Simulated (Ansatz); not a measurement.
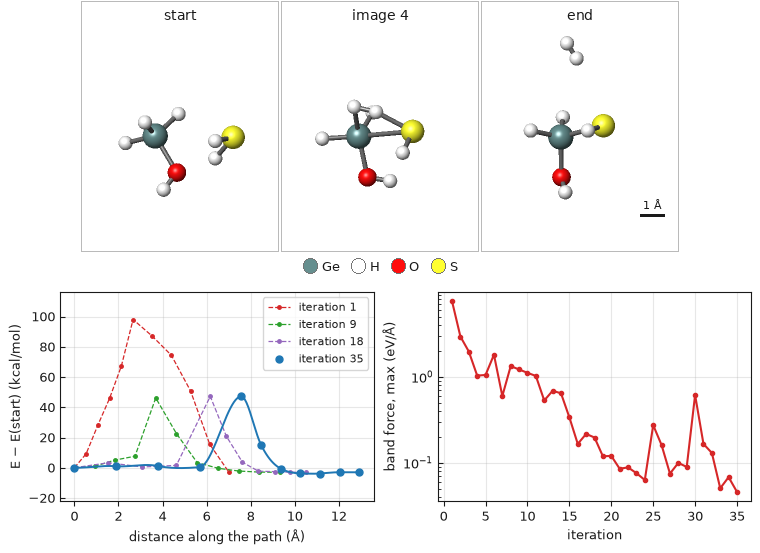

A nudged-elastic-band calculation for GeH₆SO. Images are numbered from 0 (start) to 10 (end). The plot follows the band through its iterations. The picture is a ball-and-stick view, seen from a free direction.

Computed with Ansatz, RKS B3LYP-D4/def2-SVP. Settings: 9 movable images; climbing image; force threshold 0.05 eV/Å; iteration limit 60; starting path through a guess of the saddle point.

### Judge this run.

The run is converged, with reservations. The band converged in 35 iterations. The largest component of the band force went from 7.6 to 0.046 eV/Å. The climbing image converged on the top of the path. Its vibrational analysis gives one imaginary mode (1283i cm⁻¹), as a transition state must have. The first iteration put the highest image at 98.0 kcal/mol. The highest point, image 4, lies 47.2 kcal/mol above the start and 50.2 kcal/mol above the end; the end is at −3.0 kcal/mol relative to the start. Image 8 lies below both ends, at −3.8 kcal/mol, which points to an intermediate minimum that so few images don't resolve.
